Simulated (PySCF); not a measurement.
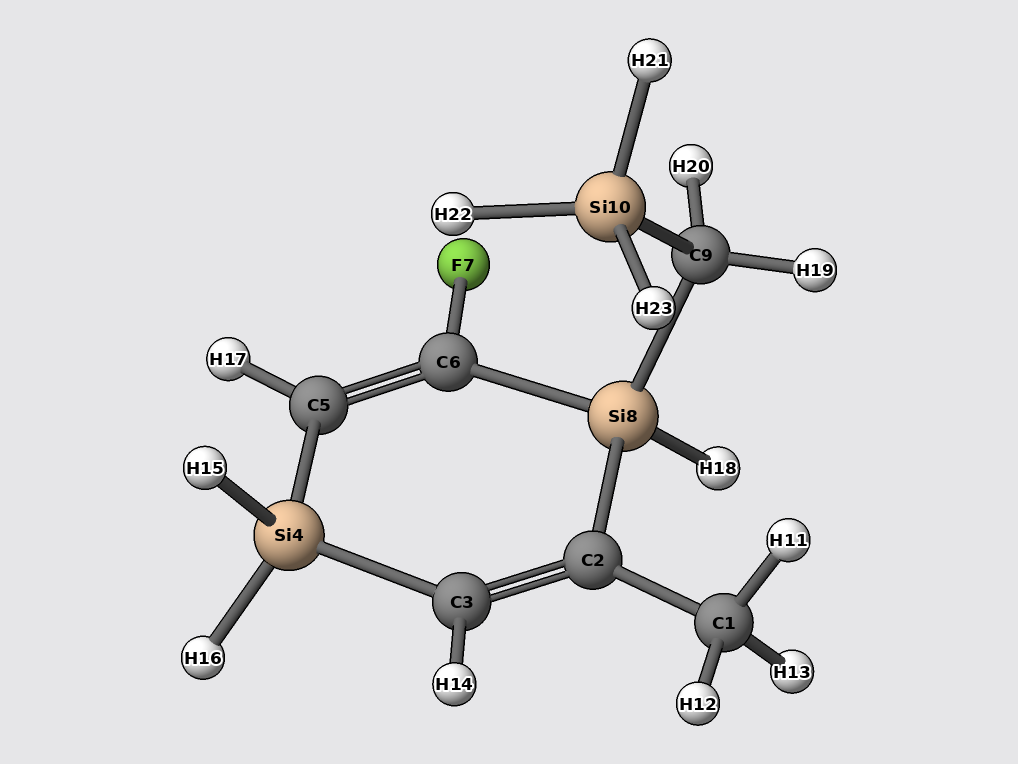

The questions are on isotropic NMR shieldings of the C atoms. The geometry was computed by an optimisation with PBE0-D3(BJ)/def2-SVP. No frequency run is at hand to confirm it as a minimum. Properties computed with GIAO PBE0/pcSseg-1 NMR shielding, non-relativistic, IEF-PCM water (PySCF 2.14.0).

### Which C atom is the most shielded (lowest chemical shift)?

C9 (199.9 ppm).

### Which C atom is the least shielded (highest chemical shift)?

C6 (1.1 ppm).

### How wide is the range of C shifts?

198.8 ppm.

Give the isotropic NMR shieldings of the C atoms atom by atom.

| atom | σ (ppm) |
| --- | --- |
| C1 | 154.3 |
| C2 | 17.4 |
| C3 | 40.7 |
| C5 | 67.1 |
| C6 | 1.1 |
| C9 | 199.9 |
